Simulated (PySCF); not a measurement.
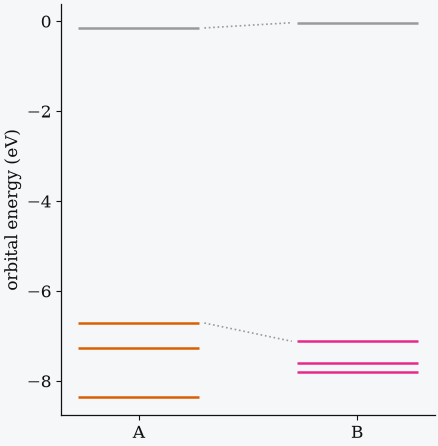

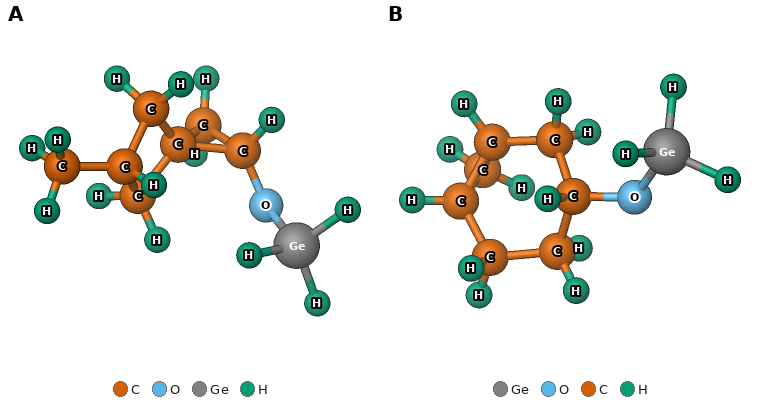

Related molecules: A is C₇H₁₄GeO, SMILES C[C@H]1C[C@@]2(C[C@@H]2[O][GeH3])C1, singlet; B is C₇H₁₄GeO, SMILES [GeH3][O][C@@H]1CC[C@@H]2C[C@@H]2C1, singlet. Frontier orbital energies, B3LYP/def2-SVPD with PySCF, at a PBE0-D3(BJ)/def2-SVP geometry (no frequency check); drawn are at most three filled levels and, in grey, the LUMO with any level within 0.03 eV of it; dotted lines join the HOMOs and the LUMOs.

### What does the change do to the frontier levels?

From A to B the HOMO falls by 0.41 eV and the LUMO rises by 0.12 eV, so the separation goes from 6.56 to 7.09 eV.

### Does the ΔSCF ionisation energy follow the HOMO?

A: −ε(HOMO) 6.71, ΔSCF 8.65 eV; B: −ε(HOMO) 7.12, ΔSCF 8.93 eV.

Limits of at least one run: one conformer of a flexible molecule.
